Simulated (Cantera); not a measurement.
Feed: 1 mol borazine, 0.066 mol O₂, 0.66 mol N₂, equilibrated at 0.000560 bar.

Equilibrium computed with Cantera from the NASA thermochemical tables; the gas is ideal and each condensed phase is pure. Candidate condensed phases: B, BN, B₂O₃, B₃O₃H₃, H₂O; 39 gas species. The feed counts by its element totals alone. Mutual solubility and eutectic melting of coexisting phases are not modelled. The tables' values for BH₂ are old estimates; treat these amounts as uncertain. Rates play no part.

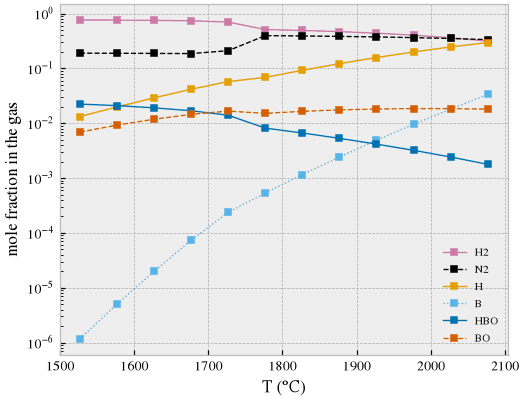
Fig. 1. Equilibrium gas composition (values under 1e-9 drawn at 1e-9)

Read off the mole fractions at 1577 °C.

H₂ about 0.76, N₂ about 0.19, HBO about 0.021, H about 0.020, BO about 0.0092, B about 5.0e-6.
